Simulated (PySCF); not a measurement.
C4H10

```xyz
14

C    -0.1127    1.3804   -0.7951
C    -0.0555    0.1288    0.0737
C     1.1778   -0.7082   -0.2469
C    -1.3310   -0.6952   -0.0628
H     0.7912    1.9978   -0.6738
H    -0.1916    1.1127   -1.8625
H    -0.9837    2.0063   -0.5450
H     0.0235    0.4543    1.1276
H     2.1047   -0.1276   -0.1174
H     1.1502   -1.0609   -1.2919
H     1.2435   -1.5961    0.4012
H    -1.3090   -1.5839    0.5872
H    -2.2229   -0.1061    0.2026
H    -1.4612   -1.0458   -1.1008
```

Geometry: PBE0-D3(BJ)/def2-SVP.

Computed with wB97X-D/def2-SVPD, SCF density, gas phase in PySCF 2.14.0.

Q: Predict the electron density and electron localisation function between the atoms.

A: C–C (1.52 Å): ρ is about 1.7 e/Å³ halfway; the ELF peaks at about 0.95 between the atoms; a covalent bond.
C–H (1.10 Å): ρ at the midpoint is about 1.9 e/Å³; the ELF climbs to about 1 towards the hydrogen, as it does in any bond to H: an ordinary covalent bond to hydrogen.

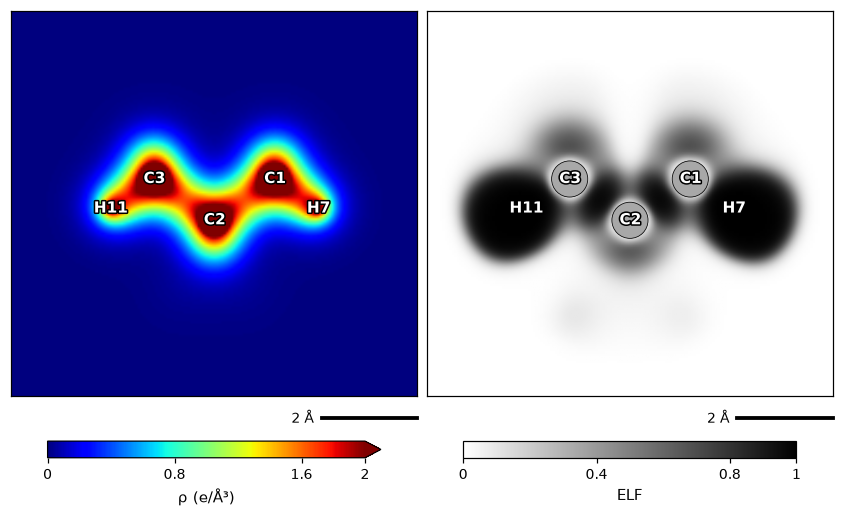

Computed electron density and electron localisation function on the plane of atoms C2, C1 and H7, in this order. Grey discs cover the atomic cores in the ELF map. 
